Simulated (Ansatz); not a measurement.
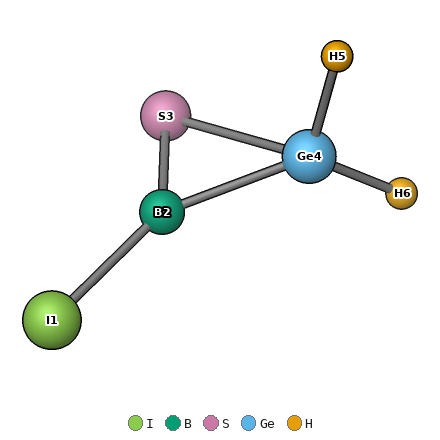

The system is BGeH₂IS (SMILES I[B]1[S][GeH2]1) with the probe H; the picture shows it without the atoms that are moved over the map. The probe is moved over a plane parallel to the molecule's main plane, 3.78 Å above it. Coordinates scanned: (1) x of the probe's H atom; (2) y of the probe's H atom. Nothing is relaxed (molecule and probe rigid). Grid: 13 × 9 points. Points are written as (first, second). Energies: kcal/mol, counted from the lowest grid point. Level of theory: UKS PBE-D4/def2-SVPD (Ansatz 0.2.0).

Range: x of the probe's H atom from −3.78 to 3.78 Å; y of the probe's H atom from −2.52 to 2.52 Å.

Predict the map.

The lowest grid point is at (−0.63 Å, 0.00 Å) [nearest 1 H at 3.32 Å]. It is the only kind of minimum in the scanned range. The highest grid point, (−3.78 Å, −2.52 Å), lies 0.501 kcal/mol above the lowest. Near the minimum the curvatures are about 0.0026 and 0.0068 eV/Å² along the soft and the stiff direction.

```tsv
y of the probe's H atom ↓, x of the probe's H atom →	−3.78	−3.15	−2.52	−1.89	−1.26	−0.63	0.00	0.63	1.26	1.89	2.52	3.15	3.78
2.52	0.346	0.280	0.266	0.272	0.258	0.238	0.241	0.266	0.299	0.332	0.363	0.397	0.439
1.89	0.286	0.220	0.228	0.254	0.218	0.159	0.140	0.161	0.202	0.245	0.284	0.323	0.370
1.26	0.263	0.197	0.205	0.223	0.168	0.089	0.060	0.082	0.129	0.180	0.225	0.265	0.316
0.63	0.272	0.196	0.169	0.145	0.082	0.023	0.011	0.039	0.091	0.147	0.193	0.233	0.283
0.00	0.300	0.200	0.125	0.065	0.019	0.000	0.004	0.032	0.083	0.139	0.185	0.225	0.276
−0.63	0.342	0.230	0.128	0.061	0.034	0.034	0.039	0.055	0.097	0.152	0.198	0.242	0.297
−1.26	0.393	0.289	0.189	0.121	0.094	0.092	0.093	0.103	0.141	0.192	0.239	0.286	0.343
−1.89	0.448	0.358	0.267	0.200	0.165	0.158	0.163	0.179	0.217	0.264	0.308	0.354	0.406
−2.52	0.501	0.427	0.349	0.287	0.252	0.243	0.253	0.278	0.312	0.354	0.393	0.434	0.476
```

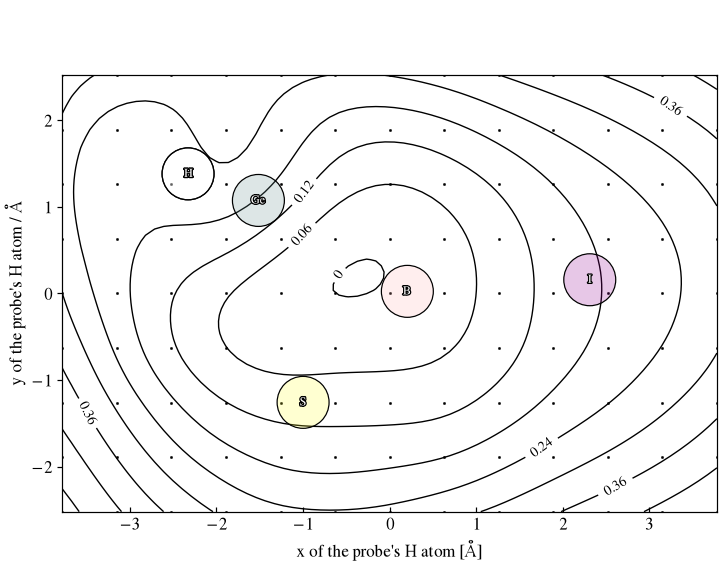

Drawn: contour lines labelled in kcal/mol, dots at the grid points, labelled circles for the molecule's atoms, projected on the plane. Between grid points the surface is interpolated.

Each point was launched as `ansatz run input.yaml --threads 1 --pin off --max-ram 2560MiB --backend cpu --events-out ev --progress --plain --runs-dir out`. The whole map (117 points run) took 51 min on 1 thread of Arm Neoverse N1, on a shared host.
